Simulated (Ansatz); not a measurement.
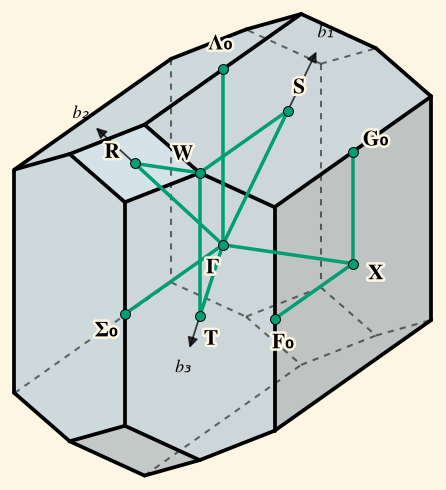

The first Brillouin zone and its special points. Crystal: Ga₃Sb₂P, the input geometry of an electronic-structure calculation (not necessarily at equilibrium); the starting structure was generated, so it need not be a known form of this composition. The drawing is computed from the coordinates (standard cell, symmetry found to 0.002 Å).

Space group Imm2 (No. 44); a = 4.177 Å, b = 12.516 Å, c = 5.893 Å, α = 90.00°, β = 90.00°, γ = 90.00°.

Labels and path follow the convention of Hinuma et al. (2017), as computed by seekpath; the arrows show the directions of the reciprocal primitive vectors b₁, b₂, b₃, in which coordinates are given; lengths include the factor 2π.

### List the special points with their coordinates and distances from Γ.

```
point      k₁      k₂      k₃  length of k (1/Å)
    Γ       0       0       0              0.000
    X     1/2    −1/2     1/2              0.502
    S     1/2       0       0              0.589
    R       0     1/2       0              0.922
    T       0       0     1/2              0.793
    W     1/4     1/4     1/4              0.955
   Σ₀  −0.278   0.278   0.278              0.836
   F₀   0.278  −0.278   0.722              0.836
   Λ₀   0.305   0.305  −0.305              0.651
   G₀   0.695  −0.305   0.305              0.651
```

### What is the zone's volume?

(2π)³ over the primitive cell's volume of 154.04 Å³: 1.61 Å⁻³.
